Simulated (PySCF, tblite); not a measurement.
# C8H9NSi: geometry, infrared bands and NMR shifts

Aim: predict the infrared bands and NMR shifts of C8H9NSi (`C#CC[SiH2]c1ccccn1`).

Computed with tblite 0.8.0 and PySCF 2.14.0, with density-fitted response routines of our own, on a single molecule in the gas phase. Atoms count from 0, in the outputs and in this text.

### Step 1. The starting structure

19 atoms, charge 0, multiplicity 1; geometry from: force field or distance geometry start.

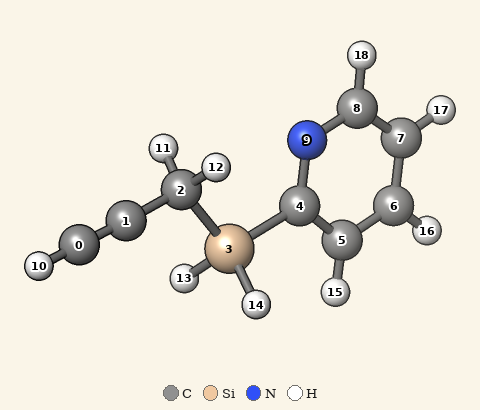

As it starts; carbon grey, silicon light orange, nitrogen blue, hydrogen white, atoms numbered.

### Step 2. Optimising the geometry with GFN2-xTB

Job settings and geometry (Å):

```
{"job": {"kind": "relax", "xc": "GFN2-xTB", "basis": "xTB"}, "charge": 0, "multiplicity": 1}
C      4.816300     0.340400    -0.041900
C      3.632200     0.374400     0.216900
C      2.214200     0.407100     0.576200
Si     1.078200    -0.268700    -0.762900
C     -0.722100    -0.194700    -0.241000
C     -1.749800    -0.649200    -1.082100
C     -3.061400    -0.551500    -0.639600
C     -3.319100    -0.008200     0.620300
C     -2.249400     0.413000     1.381000
N     -0.969700     0.338000     0.983000
H      5.844200     0.319200    -0.277400
H      2.042400    -0.154600     1.501900
H      1.912900     1.449200     0.791100
H      1.433000    -1.695700    -1.056500
H      1.251600     0.484900    -2.028100
H     -1.538400    -1.070700    -2.045700
H     -3.875800    -0.899300    -1.261300
H     -4.341300     0.067300     0.987600
H     -2.407800     0.850200     2.371100
```

Started as:

```
OMP_NUM_THREADS=1 python probes_run.py task.json out
```

This one command runs all jobs of the session in turn.

Standard output:

```text
step      E/eV     max force
  0    -714.66287    1.505
  1    -714.69915    3.033
  2    -714.71804    1.767
  3    -714.74858    0.468
  4    -714.75389    0.235
  5    -714.75912    0.352
  6    -714.76211    0.167
  7    -714.76355    0.084
  8    -714.76449    0.071
  9    -714.76502    0.060
 10    -714.76547    0.070
 11    -714.76593    0.057
 12    -714.76645    0.073
 13    -714.76694    0.080
 14    -714.76735    0.064
 15    -714.76771    0.054
 16    -714.76808    0.057
 17    -714.76845    0.056
 18    -714.76881    0.052
 19    -714.76921    0.050
 20    -714.76971    0.055
 21    -714.77020    0.052
 22    -714.77052    0.034
 23    -714.77068    0.030
 24    -714.77082    0.033
 25    -714.77099    0.038
 26    -714.77118    0.034
 27    -714.77133    0.023
 28    -714.77141    0.022
 29    -714.77148    0.025
 30    -714.77155    0.024
 31    -714.77162    0.019
 32    -714.77167    0.018
 33    -714.77171    0.020
 34    -714.77174    0.017
 35    -714.77177    0.015
 36    -714.77181    0.015
 37    -714.77184    0.014
 38    -714.77188    0.018
 39    -714.77192    0.016
 40    -714.77196    0.015
 41    -714.77200    0.017
 42    -714.77205    0.021
 43    -714.77211    0.020
 44    -714.77215    0.017
 45    -714.77218    0.014
 46    -714.77220    0.014
 47    -714.77225    0.020
 48    -714.77230    0.021
 49    -714.77236    0.018
 50    -714.77240    0.013
 51    -714.77244    0.019
 52    -714.77248    0.022
 53    -714.77255    0.026
 54    -714.77262    0.027
 55    -714.77270    0.020
 56    -714.77278    0.023
 57    -714.77287    0.028
 58    -714.77295    0.022
 59    -714.77301    0.014
 60    -714.77304    0.011
 61    -714.77306    0.011
 62    -714.77308    0.009
```

Run time: 0.88 s. Hardware: 1 thread of Arm Neoverse N1, shared host; peak memory 0.18 GiB.

Relaxation path: (not every step is listed)

| step | energy from step 0 (eV) | largest force (eV/Å) |
| --- | --- | --- |
| 0 | 0.0000 | 1.5045 |
| 1 | -0.0363 | 3.0328 |
| 2 | -0.0552 | 1.7665 |
| 3 | -0.0857 | 0.4679 |
| 4 | -0.0910 | 0.2352 |
| 5 | -0.0963 | 0.3525 |
| 6 | -0.0992 | 0.1670 |
| 7 | -0.1007 | 0.0836 |
| 8 | -0.1016 | 0.0707 |
| 12 | -0.1036 | 0.0730 |
| 16 | -0.1052 | 0.0570 |
| 20 | -0.1068 | 0.0554 |
| 24 | -0.1079 | 0.0333 |
| 28 | -0.1085 | 0.0224 |
| 32 | -0.1088 | 0.0182 |
| 36 | -0.1089 | 0.0147 |
| 40 | -0.1091 | 0.0153 |
| 44 | -0.1093 | 0.0173 |
| 48 | -0.1094 | 0.0205 |
| 52 | -0.1096 | 0.0219 |
| 56 | -0.1099 | 0.0234 |
| 57 | -0.1100 | 0.0278 |
| 58 | -0.1101 | 0.0220 |
| 59 | -0.1101 | 0.0145 |
| 60 | -0.1102 | 0.0114 |
| 61 | -0.1102 | 0.0110 |
| 62 | -0.1102 | 0.0086 |

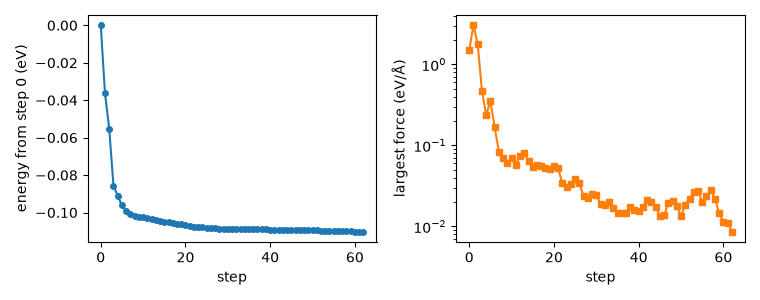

Energy and largest force along the relaxation.

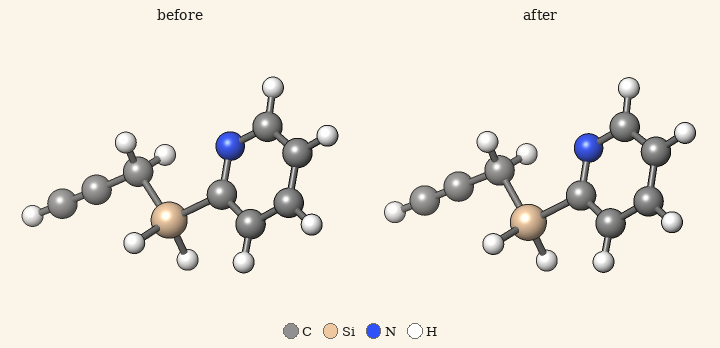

The geometry before (left) and after (right).

Distances of close pairs at the start and the end, largest changes first:

| bond | before (Å) | after (Å) | change (Å) |
| --- | --- | --- | --- |
| Si3–H13 | 1.499 | 1.469 | -0.030 |
| C4–N9 | 1.358 | 1.331 | -0.026 |
| C1–C2 | 1.463 | 1.440 | -0.024 |
| C2–Si3 | 1.882 | 1.905 | +0.023 |
| C8–N9 | 1.342 | 1.320 | -0.023 |
| Si3–C4 | 1.876 | 1.894 | +0.018 |
| C0–C1 | 1.213 | 1.197 | -0.015 |
| C2–H12 | 1.106 | 1.092 | -0.014 |

The end geometry stands in the next job.

### Step 3. Infrared spectrum with GFN2-xTB

Job settings and geometry (Å):

```
{"job": {"kind": "ir", "xc": "GFN2-xTB", "basis": "xTB"}, "charge": 0, "multiplicity": 1}
C      4.727812     0.360723     0.010519
C      3.561255     0.386037     0.279178
C      2.154349     0.409586     0.583673
Si     1.102621    -0.306745    -0.833874
C     -0.707657    -0.207411    -0.286395
C     -1.758788    -0.650032    -1.083889
C     -3.057735    -0.547081    -0.618175
C     -3.270766    -0.000403     0.637850
C     -2.163724     0.414660     1.362711
N     -0.925020     0.314960     0.918668
H      5.753251     0.345983    -0.208676
H      1.975432    -0.160614     1.497809
H      1.848968     1.438749     0.784346
H      1.450154    -1.709966    -1.097624
H      1.276787     0.467442    -2.070460
H     -1.547916    -1.068530    -2.056263
H     -3.890171    -0.886156    -1.219368
H     -4.266086     0.101180     1.042931
H     -2.272570     0.848775     2.349577
```

Standard output:

```text
mode    cm-1     km/mol
  1      18.0      0.74
  2      32.1      0.10
  3      60.6      0.22
  4     134.5      1.67
  5     143.7      0.17
  6     225.4      6.10
  7     290.6      0.74
  8     344.0      0.02
  9     349.1      3.70
 10     372.2      7.70
 11     429.3     17.17
 12     459.9     43.06
 13     571.5     30.11
 14     596.3      5.98
 15     621.7     22.60
 16     635.2     39.82
 17     685.7    154.15
 18     706.0      0.03
 19     725.4    206.02
 20     747.6      6.25
 21     748.2     41.15
 22     769.1     45.05
 23     787.7    233.29
 24     895.1      0.01
 25     918.3      0.68
 26     936.8      0.05
 27    1001.2     11.25
 28    1015.1     26.26
 29    1094.2      3.25
 30    1101.0      4.76
 31    1119.7      2.46
 32    1165.8      2.18
 33    1174.3     11.47
 34    1202.6     64.49
 35    1243.9      2.20
 36    1274.7      2.69
 37    1397.7      2.25
 38    1421.2      4.13
 39    1434.5      8.04
 40    1554.0     11.60
 41    1574.8     16.96
 42    2207.4    464.58
 43    2220.5    156.28
 44    2290.8     58.85
 45    2957.3     23.18
 46    2970.6     32.21
 47    3040.5     40.30
 48    3060.5     31.25
 49    3084.1     61.93
 50    3088.6     50.19
 51    3397.8      2.97
```

Run time: 1.4 s. Hardware: 1 thread of Arm Neoverse N1, shared host; peak memory 0.18 GiB.

The strongest bands and the atoms that carry them (share of the mass-weighted mode):

| cm⁻¹ | km/mol | atoms |
| --- | --- | --- |
| 686 | 154.2 | H13 22 %, H14 22 %, C8 12 % |
| 725 | 206.0 | H13 20 %, H14 20 %, Si3 12 % |
| 788 | 233.3 | H13 45 %, H14 45 % |
| 1203 | 64.5 | C2 35 %, H11 31 %, H12 31 % |
| 2207 | 464.6 | H13 53 %, H14 43 % |
| 2220 | 156.3 | H14 54 %, H13 44 % |
| 2291 | 58.9 | C1 59 %, C0 31 % |
| 3084 | 61.9 | H15 79 %, H17 11 % |

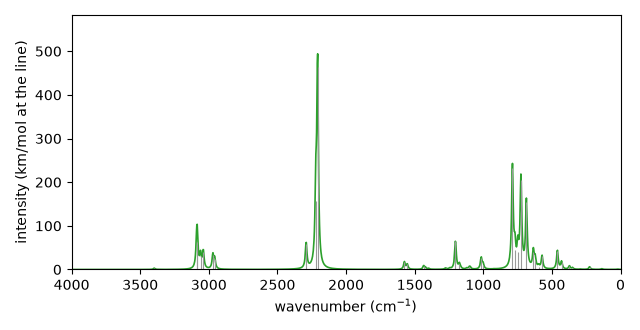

The infrared spectrum from these modes, unscaled. Lines are broadened to a width of 14 cm⁻¹ (Lorentzian).

### Step 4. Shielding tensors: PBE0/pcSseg-1

Settings changed since step 3:

```diff
@@ -1,2 +1,2 @@
-{"job": {"kind": "ir", "xc": "GFN2-xTB", "basis": "xTB"}, "charge": 0, "multiplicity": 1}
+{"job": {"kind": "nmr", "xc": "PBE0", "basis": "pcSseg-1"}, "charge": 0, "multiplicity": 1}
 C      4.727812     0.360723     0.010519
```

Method: GIAO PBE0/pcSseg-1 NMR shielding, non-relativistic, gas phase.

Standard output:

```text
coarse grid: 16960 points
cycle   1  E = -653.7100997356  dE =  1.576e+00  |g| = 4.497e-01  |ddm| = 4.362e+00
cycle   2  E = -653.7162579791  dE = -6.158e-03  |g| = 4.402e-01  |ddm| = 1.149e+00
cycle   3  E = -653.7629667651  dE = -4.671e-02  |g| = 9.656e-02  |ddm| = 5.298e-01
cycle   4  E = -653.7644672453  dE = -1.500e-03  |g| = 4.483e-02  |ddm| = 1.054e-01
cycle   5  E = -653.7649079071  dE = -4.407e-04  |g| = 1.194e-02  |ddm| = 5.422e-02
cycle   6  E = -653.7649413536  dE = -3.345e-05  |g| = 4.479e-03  |ddm| = 1.522e-02
cycle   7  E = -653.7649462612  dE = -4.908e-06  |g| = 8.581e-04  |ddm| = 3.954e-03
final grid: 160936 points
cycle   8  E = -653.8229868221  dE = -3.832e-05  |g| = 7.353e-03  |ddm| = 4.916e-02
cycle   9  E = -653.8229860199  dE =  8.022e-07  |g| = 7.726e-03  |ddm| = 1.692e-02
cycle  10  E = -653.8230010464  dE = -1.503e-05  |g| = 8.514e-04  |ddm| = 8.223e-03
cycle  11  E = -653.8230011726  dE = -1.262e-07  |g| = 4.206e-04  |ddm| = 9.606e-04
cycle  12  E = -653.8230012104  dE = -3.777e-08  |g| = 1.141e-04  |ddm| = 3.533e-04
cycle  13  E = -653.8230012131  dE = -2.766e-09  |g| = 4.421e-05  |ddm| = 1.147e-04
cycle  14  E = -653.8230012136  dE = -4.134e-10  |g| = 1.443e-05  |ddm| = 4.120e-05
converged SCF energy = -653.8230012136

GIAO shielding tensors (ppm)
atom      isotropic    diamagn.    paramagn.     s11        s22        s33       span
  0 C      114.111     255.516    -141.405     39.774     43.220    259.340    219.566
  1 C      101.462     255.268    -153.805      1.458      6.800    296.129    294.671
  2 C      186.127     251.418     -65.291    174.970    176.940    206.472     31.502
  3 Si     393.363     881.760    -488.397    354.889    374.169    451.031     96.142
  4 C       19.787     257.133    -237.346    -83.681    -12.999    156.041    239.722
  5 C       50.735     256.819    -206.083    -72.159     49.483    174.882    247.041
  6 C       47.285     251.912    -204.627    -69.187     28.203    182.838    252.025
  7 C       58.476     259.333    -200.857    -55.738     52.653    178.513    234.251
  8 C       31.413     249.318    -217.905    -81.711     28.530    147.421    229.132
  9 N     -108.813     332.029    -440.842   -440.948   -191.893    306.402    747.351
 10 H       30.439      33.199      -2.760     24.878     25.277     41.163     16.285
 11 H       29.292      29.156       0.136     23.170     29.114     35.593     12.423
 12 H       29.287      29.237       0.050     23.156     29.112     35.591     12.435
 13 H       26.810      29.770      -2.960     22.959     26.462     31.010      8.052
 14 H       26.813      29.793      -2.981     22.966     26.459     31.012      8.046
 15 H       23.997      32.359      -8.362     20.665     21.930     29.394      8.729
 16 H       23.836      28.944      -5.109     20.523     23.944     27.040      6.517
 17 H       24.351      29.009      -4.658     21.625     23.916     27.511      5.886
 18 H       22.711      30.297      -7.586     18.523     22.540     27.070      8.547
```

It took 1.7 min on 1 thread of Arm Neoverse N1, shared host; peak memory 1.1 GiB.

The references, computed at this level on geometries of the same kind, shield at (ppm): 1H TMS 31.72, 13C TMS 186.9, 29Si TMS 349.2, 15N NH3 267.7. Their shielding less the atom's gives the shift. The references are single molecules in the gas phase, so shifts against H2O, NH3, PH3, H3PO4 or CFCl3 are not on the usual liquid scales and can be off by tens of ppm. Atoms listed in one row are averaged.

| atoms | environment | σ (ppm) | δ (ppm) | δ scaled to CDCl3 |
| --- | --- | --- | --- | --- |
| C4 | substituted aromatic carbon next to a ring nitrogen | 19.8 | 167.1 | 161.2 |
| C8 | aromatic CH next to a ring nitrogen | 31.4 | 155.5 | 149.9 |
| C6 | aromatic CH | 47.3 | 139.6 | 134.4 |
| C5 | aromatic CH | 50.7 | 136.2 | 131.0 |
| C7 | aromatic CH | 58.5 | 128.4 | 123.5 |
| C1 | alkyne carbon | 101.5 | 85.5 | 81.5 |
| C0 | terminal alkyne carbon | 114.1 | 72.8 | 69.2 |
| C2 | propargylic sp3 CH2 bonded to Si | 186.1 | 0.8 | -1.1 |
| H18 | hydrogen on an aromatic CH next to a ring nitrogen | 22.71 | 9.01 | 8.60 |
| H16 | hydrogen on an aromatic CH | 23.84 | 7.88 | 7.54 |
| H15 | hydrogen on an aromatic CH | 24.00 | 7.72 | 7.38 |
| H17 | hydrogen on an aromatic CH | 24.35 | 7.37 | 7.05 |
| H13, H14 | hydrogen on a silicon bonded to 2 C | 26.81 | 4.91 | – |
| H11, H12 | hydrogen on a propargylic sp3 CH2 bonded to Si | 29.29 | 2.43 | 2.39 |
| H10 | hydrogen on a terminal alkyne carbon | 30.44 | 1.28 | 1.31 |
| Si3 | silicon bonded to 2 C, 2 H | 393.4 | -44.2 | – |
| N9 | pyridine-type ring nitrogen | -108.8 | 376.5 | – |

The scaled column applies a straight-line fit of computed shieldings to shifts measured in CDCl3 (root-mean-square error 0.16 ppm for H, 1.9 ppm for C).

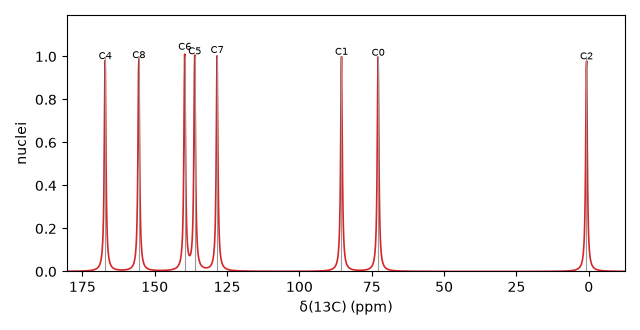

13C lines at the computed shifts, without couplings. Lines are broadened to a width of 0.67 ppm (Lorentzian).

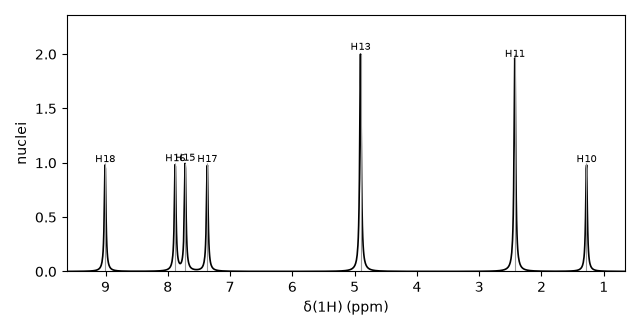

1H lines at the computed shifts, without couplings. Lines are broadened to a width of 0.03 ppm (Lorentzian).

Charges from the same density, by scheme (e):

| atoms | Mulliken | IAO | Hirshfeld | ESP fit |
| --- | --- | --- | --- | --- |
| C0 | -0.40 | -0.28 | -0.14 | -0.54 |
| C1 | 0.17 | -0.02 | -0.05 | 0.09 |
| C2 | -0.45 | -0.55 | -0.14 | -0.24 |
| Si3 | 0.73 | 0.79 | 0.35 | 0.44 |
| C4 | -0.12 | -0.14 | -0.03 | 0.53 |
| C5 | -0.12 | -0.17 | -0.05 | -0.65 |
| C6 | 0.00 | -0.12 | -0.03 | 0.32 |
| C7 | -0.18 | -0.18 | -0.05 | -0.56 |
| C8 | 0.16 | -0.01 | 0.02 | 0.49 |
| N9 | -0.45 | -0.29 | -0.15 | -0.71 |

IAO charges:

C0 -0.28; C1 -0.02; C2 -0.55; Si3 0.79; C4 -0.14; C5 -0.17; C6 -0.12; C7 -0.18; C8 -0.01; N9 -0.29; H10 0.20; H11 0.19; H12 0.19; H13 -0.12; H14 -0.12; H15 0.15; H16 0.16; H17 0.16; H18 0.16

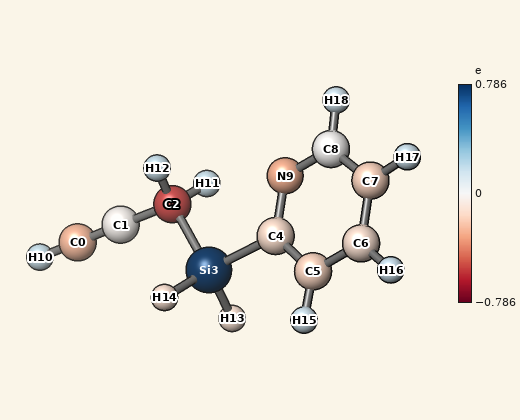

IAO charges, as colours on the atoms.

Mayer bond orders: C0–C1 2.51, C1–C2 1.10, C2–Si3 0.89, Si3–C4 0.85, C4–C5 1.37, C5–C6 1.44, C6–C7 1.42, C7–C8 1.39, C8–N9 1.49, N9–C4 1.42.

Ring of atoms C4, C5, C6, C7, C8, N9: NICS(0) -6.6, NICS(1) -11.2, NICS(1)zz -28.3 ppm (means of both faces).

The fields below are evaluated on a grid from the run's orbitals.

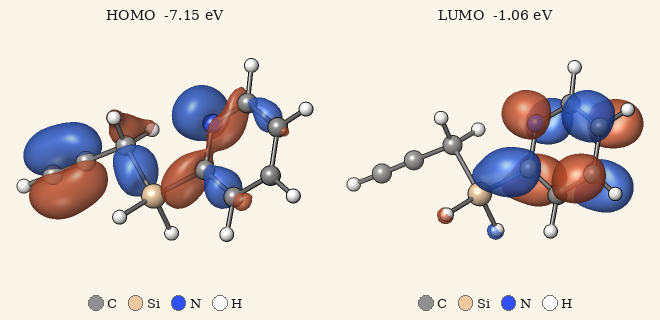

PBE0/pcSseg-1 orbitals near the gap, drawn at the value that encloses 70 % of each; the two colours are the two signs.

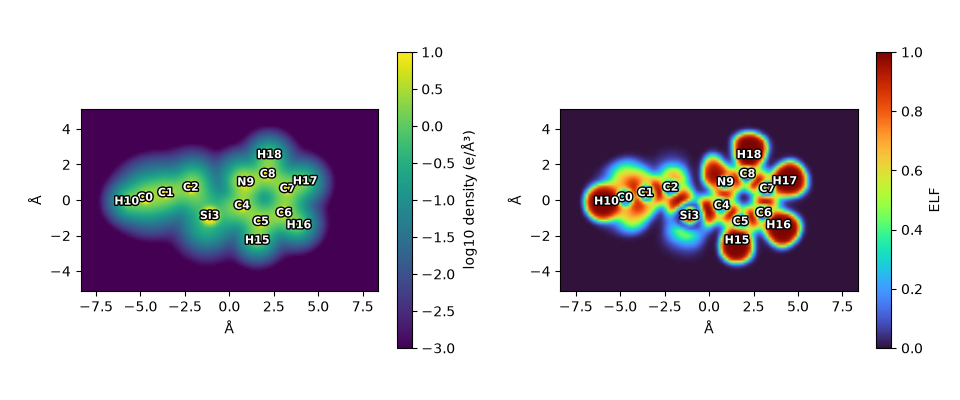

Density (left) and ELF (right) in a plane through or near 15 of the atoms.

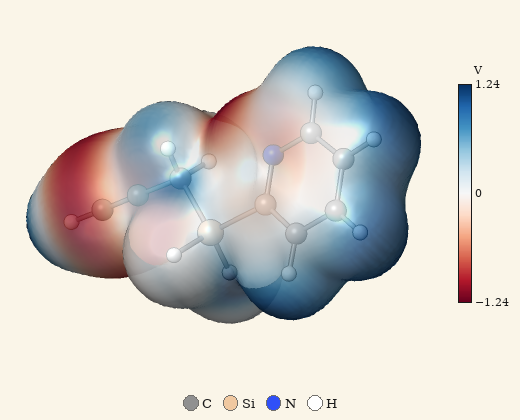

The potential that a unit positive charge feels on the 0.002 e/bohr³ surface, from -1.24 V near N9 to 1.20 V near H10.

### Step 5. Outcome

| quantity | value |
| --- | --- |
| strongest single infrared mode (GFN2-xTB) | 2207 cm⁻¹, 465 km/mol |
| zero-point energy (GFN2-xTB) | 86.2 kcal/mol |
| 13C shifts against TMS (PBE0/pcSseg-1) | 167.1, 155.5, 139.6, 136.2, 128.4, 85.5, 72.8, 0.8 ppm |
| 1H shifts against TMS (PBE0/pcSseg-1, means over atoms taken as alike) | 9.01, 7.88, 7.72, 7.37, 4.91, 2.43, 1.28 ppm |
| 29Si shifts against TMS (PBE0/pcSseg-1) | -44.2 ppm |
| 15N shifts against NH3 (PBE0/pcSseg-1) | 376.5 ppm |
| surface potential, least and greatest | -1.24 V and 1.20 V |

What this shows: The optimisation took 62 steps and gained 0.110 eV; among the close pairs (by a distance rule), Si3–H13 changed most, from 1.499 to 1.469 Å. All 51 modes are real, so the xTB geometry is a minimum. The strongest single mode, at 2207 cm⁻¹, moves mainly H13 and H14. Unscaled tight-binding wavenumbers are off by several per cent, some by more. Its intensities can rank the bands wrongly. At PBE0/pcSseg-1: The widest tensor belongs to N9: span 747 ppm, with a paramagnetic part of -441 ppm. NICS(1)zz of -28 ppm above the planar ring from C4 marks a diatropic (aromatic) ring current. By nearest atom (PBE0/pcSseg-1), the HOMO sits on C0 25 %; N9 23 % and the LUMO on C4 23 %; N9 19 %.
